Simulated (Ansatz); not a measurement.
# N2H (dinitrogen monohydride) at USVWN5/STO-3G

Aim: the energy change on altering one bond length of N2H (dinitrogen monohydride) at USVWN5/STO-3G, from 2 runs. 

Program for the calculation: Ansatz 0.2.0.

34 further runs of the same task are left out: 34 set aside as unsound or not needed.

## (1) The molecule

N2H: 3 atoms, total charge 0, spin state doublet. SMILES: `[N]=N`. The shape is that of a GFN2-xTB optimisation.

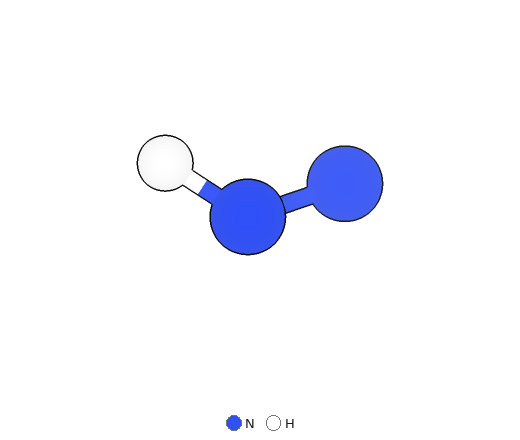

The structure, seen from a chosen angle (nitrogen blue, hydrogen white).

## (2) A single-point energy at USVWN5/STO-3G

input.yaml

```yaml
crystal:
  periodic: [false, false, false]
  atoms:
    - {symbol: "N", position_ang: [0.715210, -0.640440, 0.325220]}
    - {symbol: N, position_ang: [-0.243160, -0.185380, -0.152740]}
    - {symbol: H, position_ang: [-0.472040, 0.825820, -0.172480]}
basis:
  gaussian:
    orbitals: STO-3G
magnetization:
  spin_polarized: true
  initial_magnetization: 1
hamiltonian:
  xc: {name: SVWN5}
accuracy: high
```

The run is started by

```bash
$ ansatz run input.yaml --threads 1 --pin off --max-ram 2610MiB --events-out events.jsonl --progress --plain --runs-dir runs
```

What it wrote:

```text
Warning: RAYON_NUM_THREADS=1 ignored (pool sized by the plan → 1); use --threads N
Functional definition: SVWN5
  name "SVWN5"
  exchange = slater_x
  correlation = vwn5_c
168 factors; integrals over basis functions are off by at most 1.6e-8 eV
mean field evaluation 1: about -2928.7755 eV, gradient 8.2e0 eV
mean field evaluation 2: about -2927.1114 eV, gradient 2.0e1 eV
mean field evaluation 4: about -2929.2073 eV, gradient 3.1e-1 eV
mean field evaluation 8: about -2929.1659 eV, gradient 2.8e-3 eV
mean field evaluation 16: about -2929.1659 eV, gradient 8.8e-9 eV
mean field -2929.16587618 eV, -107.6448604895 hartree, gradient 1.2e-8 eV, S^2 0.750861; 0 other end points of the search recorded, 0 dependent functions left out
reference -2929.16587732 eV, -107.6448605317 hartree; 8, 7 occupied and 3, 4 virtual orbitals, 168 factors
Total energy: -2929.16587732 eV, -107.6448605317 hartree
```

Wall time 0.42 s (1 thread of Arm Neoverse V1, shared host).

## (3) The distorted shape at the same level

molecule.yaml

```yaml
crystal:
  periodic: [false, false, false]
  atoms:
    - symbol: N
      position_ang: [0.772428, -0.893231, 0.330155]
    - symbol: "N"
      position_ang: [-0.185942, -0.438171, -0.147805]
    - symbol: H
      position_ang: [-0.472040, 0.825820, -0.172480]
basis:
  gaussian:
    orbitals: STO-3G
total_charge: 0
magnetization:
  spin_polarized: true
  initial_magnetization: 1
hamiltonian:
  xc: {name: SVWN5}
accuracy: high
```

The run is started by

```bash
$ ansatz run molecule.yaml --threads 1 --pin off --max-ram 2610MiB --events-out events.jsonl --progress --plain --runs-dir runs
```

What it wrote:

```text
Warning: RAYON_NUM_THREADS=1 ignored (pool sized by the plan → 1); use --threads N
[... 4 set-up lines as earlier in the session ...]
168 factors; integrals over basis functions are off by at most 1.4e-8 eV
mean field evaluation 1: about -2928.6175 eV, gradient 8.7e0 eV
mean field evaluation 2: about -2925.5928 eV, gradient 2.6e1 eV
mean field evaluation 4: about -2929.1044 eV, gradient 7.8e-1 eV
mean field evaluation 8: about -2929.0591 eV, gradient 3.8e-3 eV
mean field evaluation 16: about -2929.0591 eV, gradient 3.1e-7 eV
mean field -2929.05907960 eV, -107.6409357879 hartree, gradient 2.7e-8 eV, S^2 0.752946; 0 other end points of the search recorded, 0 dependent functions left out
reference -2929.05908075 eV, -107.6409358299 hartree; 8, 7 occupied and 3, 4 virtual orbitals, 168 factors
Total energy: -2929.05908075 eV, -107.6409358299 hartree
```

Wall time 0.46 s (1 thread of Arm Neoverse V1, shared host).

## (4) Summary of results

At USVWN5/STO-3G:

```
                                                         quantity          value
                                        first shape: total energy  -107.64486 Eh
                                                first shape: ⟨S²⟩          0.751
                                    distorted shape: total energy  -107.64094 Eh
                                            distorted shape: ⟨S²⟩          0.753
energy change with the N2–H3 bond stretched from 1.037 to 1.296 Å       0.107 eV
```

With the N2–H3 bond stretched from 1.037 to 1.296 Å the energy rises by 0.11 eV (10.3 kJ/mol). The first shape isn't relaxed at this level, so the change isn't measured from a minimum. The minimal basis adds a large error of its own.
